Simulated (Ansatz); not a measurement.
# BHO2 (oxoborinic acid) at PBE/STO-3G

What is the energy change on altering one bond length of BHO2 (oxoborinic acid) at PBE/STO-3G? 

The results are computed with Ansatz 0.2.0.

60 further runs of the same task are left out: 2 that didn't finish, 58 set aside as unsound or not needed.

**1. The system as given**

BHO2 has 4 atoms, charge 0, and is taken as a singlet. SMILES: `O=BO`. The shape is that of a PBE0-D4/def2-TZVP optimisation.

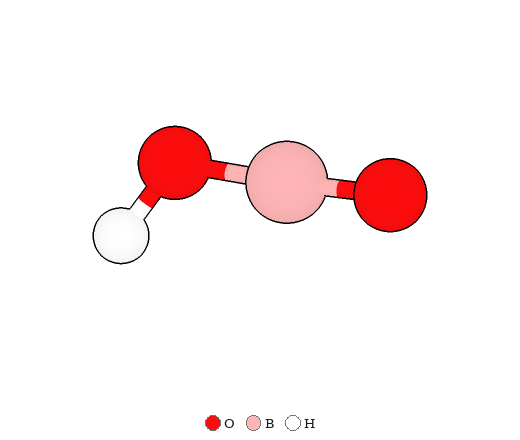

The structure, seen from a chosen angle (oxygen red, boron pink, hydrogen white).

**2. A single-point energy at PBE/STO-3G**

Contents of molecule.yaml:

```yaml
crystal:
  periodic: [false, false, false]
  atoms:
    - {symbol: O, position_ang: [-1.555100, 0.523500, 0.428500]}
    - {symbol: B, position_ang: [-0.423900, 0.132000, 0.248600]}
    - {symbol: O, position_ang: [0.816700, -0.302000, 0.108600]}
    - {symbol: H, position_ang: [1.162300, -0.353500, -0.785700]}
basis:
  gaussian: {orbitals: STO-3G}
total_charge: 0
hamiltonian: {xc: pbe}
accuracy: high
```

On the command line:

```bash
$ ansatz run molecule.yaml --threads 1 --pin off --max-ram 2610MiB --events-out events.jsonl --progress --plain --runs-dir runs
```

The log of the run:

```text
Warning: RAYON_NUM_THREADS=1 ignored (pool sized by the plan → 1); use --threads N
Functional definition: PBE
  name "PBE"
  parameter kappa = 0.804
  parameter beta = 0.06672455060314922
  exchange = pbe_x(kappa = kappa, mu = beta*pi^2/3)
  correlation = pbe_c(beta = beta)
273 factors; integrals over basis functions are off by at most 3.1e-8 eV
mean field evaluation 1: about -4715.7860 eV, gradient 2.4e1 eV
mean field evaluation 2: about -4694.5082 eV, gradient 1.0e2 eV
mean field evaluation 4: about -4717.5611 eV, gradient 4.1e0 eV
mean field evaluation 8: about -4717.5548 eV, gradient 1.5e-1 eV
mean field evaluation 16: about -4717.5549 eV, gradient 1.8e-7 eV
mean field -4717.55486505 eV, -173.3669436170 hartree, gradient 1.5e-8 eV, S^2 0.000000; 0 other end points of the search recorded, 0 dependent functions left out
reference -4717.55486658 eV, -173.3669436732 hartree; 11, 11 occupied and 5, 5 virtual orbitals, 273 factors
Total energy: -4717.55486658 eV, -173.3669436732 hartree
```

It took 0.76 s on 1 thread of Arm Neoverse V1, shared host.

**3. The distorted shape, same level**

Contents of job.yaml:

```yaml
crystal:
  periodic: [false, false, false]
  atoms:
    - symbol: O
      position_ang: [-1.865252, 0.632001, 0.463500]
    - symbol: B
      position_ang: [-0.734052, 0.240501, 0.283600]
    - symbol: O
      position_ang: [0.816700, -0.302000, 0.108600]
    - symbol: H
      position_ang: [1.162300, -0.353500, -0.785700]
basis:
  gaussian:
    orbitals: STO-3G
hamiltonian:
  xc: pbe
accuracy: high
```

On the command line:

```bash
$ ansatz run job.yaml --threads 1 --pin off --max-ram 2610MiB --events-out events.jsonl --progress --plain --runs-dir runs
```

The log of the run, shortened:

```text
Warning: RAYON_NUM_THREADS=1 ignored (pool sized by the plan → 1); use --threads N
[... 6 set-up lines as earlier in the session ...]
268 factors; integrals over basis functions are off by at most 3.9e-8 eV
mean field evaluation 1: about -4714.6583 eV, gradient 2.3e1 eV
mean field evaluation 2: about -4699.1431 eV, gradient 8.5e1 eV
mean field evaluation 4: about -4716.2454 eV, gradient 4.0e0 eV
mean field evaluation 8: about -4716.2197 eV, gradient 1.2e-1 eV
mean field evaluation 16: about -4716.2198 eV, gradient 9.0e-7 eV
mean field -4716.21975425 eV, -173.3178792002 hartree, gradient 7.0e-8 eV, S^2 0.000000; 0 other end points of the search recorded, 0 dependent functions left out
reference -4716.21975582 eV, -173.3178792578 hartree; 11, 11 occupied and 5, 5 virtual orbitals, 268 factors
Total energy: -4716.21975582 eV, -173.3178792578 hartree
```

It took 0.74 s on 1 thread of Arm Neoverse V1, shared host.

**4. Outcome**

Level: PBE/STO-3G.

| quantity | value |
| --- | --- |
| first shape: total energy | -173.36694 Eh |
| distorted shape: total energy | -173.31788 Eh |
| energy change with the B2–O3 bond stretched from 1.322 to 1.652 Å | 1.335 eV |

With the B2–O3 bond stretched from 1.322 to 1.652 Å the energy rises by 1.34 eV (31 kcal/mol). The first shape isn't relaxed at this level, so the change isn't measured from a minimum. The minimal basis adds a large error of its own.
